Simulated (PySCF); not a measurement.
CH4O, SMILES `CO`.

PySCF calculation, HF/def2-SVPD, gas phase; geometry: GFN2-xTB. No frequency check shows the geometry to be a minimum.

Input script:

```python
import numpy as np
from pyscf import gto, scf, dft
from pyscf.scf import atom_ks, atom_hf
from scipy.linalg import block_diag

def solve(mol, dm0=None, hcore=None):
    mf = scf.UHF(mol) if mol.spin else scf.RHF(mol)
    mf = mf.density_fit(auxbasis='def2-universal-jkfit')
    mf.conv_tol, mf.max_cycle = 1e-8, 80
    if hcore is not None:
        mf.get_hcore = lambda *args: hcore
    mf.kernel(dm0)
    if not mf.converged:
        mf = mf.newton().run(mf.mo_coeff, mf.mo_occ, max_cycle=30)
    assert mf.converged, 'SCF not converged'
    return mf

mol = gto.M(atom='''
C      0.65974     0.02003     0.00005
O     -0.73925    -0.12279    -0.00003
H      1.07340    -0.98663    -0.00620
H      1.01375     0.54364     0.89459
H      1.01270     0.55443    -0.88887
H     -1.14427     0.75073     0.00042
''', basis='def2-svpd', charge=0, spin=0, verbose=4)
mf = solve(mol)
mf.analyze()
# spherically averaged free atoms, for the promolecule
atm = scf.atom_hf.get_atm_nrhf(mol)
pro = block_diag(*[(atm[a[0]][2] * atm[a[0]][3]) @ atm[a[0]][2].T for a in mol._atom])
np.savez('result.npz', e=mf.e_tot, c=mf.mo_coeff, occ=mf.mo_occ, eps=mf.mo_energy, pro=pro, dip=mf.dip_moment(verbose=0), s2=mf.spin_square()[0])
```

Command:

```sh
OMP_NUM_THREADS=1 python input.py
```

The run took 1.1 s on 1 thread of Arm Neoverse V1, on a shared host, peak memory 0.17 GiB.

Partitions, critical points and surface values were worked out afterwards from this run's density.

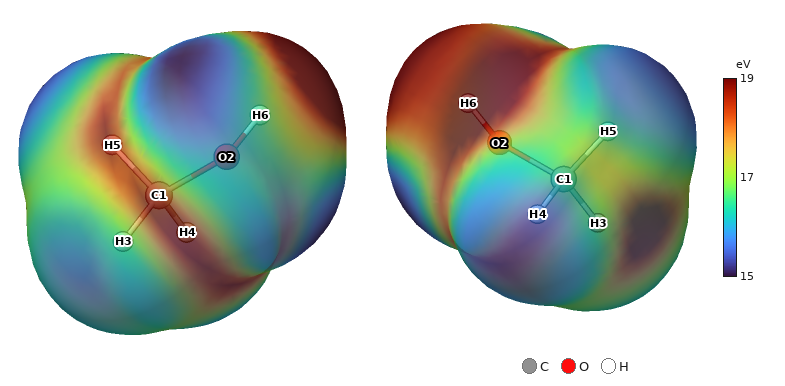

Average local ionisation energy on the surface of electron density 0.001 a.u. (back view left, front view right).

### Where are the most loosely bound electrons on this surface?

The lowest value is 15.1 eV, 1.8 Å from O2. Further minima include 15.3 eV, 1.4 Å from H4, and at like points elsewhere; 15.8 eV, 1.3 Å from H3. For comparison, the highest occupied orbital lies at −12.3 eV.
